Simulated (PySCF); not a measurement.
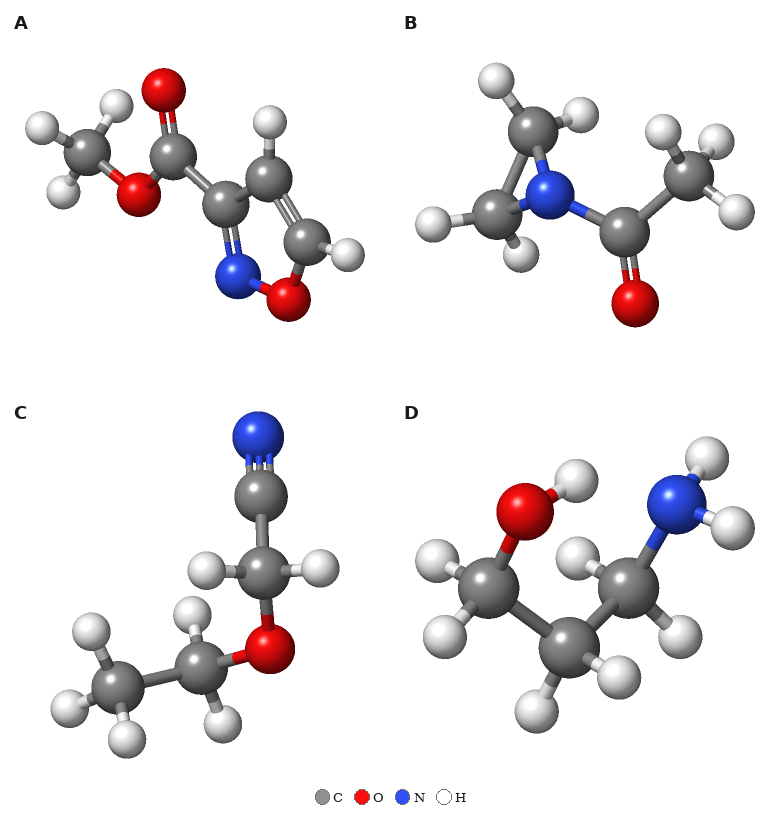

Source: calculation with PySCF.

```xyz
13
charge 0, multiplicity 1
C     2.0017    0.2319   -0.1822
C     0.9095    1.0393    0.4898
O    -0.1644    0.2587    0.9764
C    -0.9563   -0.3493    0.0136
C    -1.6469    0.6094   -0.8701
N    -2.1673    1.3767   -1.5623
H     2.8481    0.8886   -0.4323
H     2.3673   -0.5622    0.4862
H     1.6671   -0.2319   -1.1227
H     1.3063    1.5496    1.3791
H     0.5283    1.8236   -0.1924
H    -1.7206   -0.9391    0.5419
H    -0.3948   -1.0513   -0.6332
```

Question: Which picture belongs to the input above?

Answer: C. The file holds C4H7NO, `CCOCC#N`.
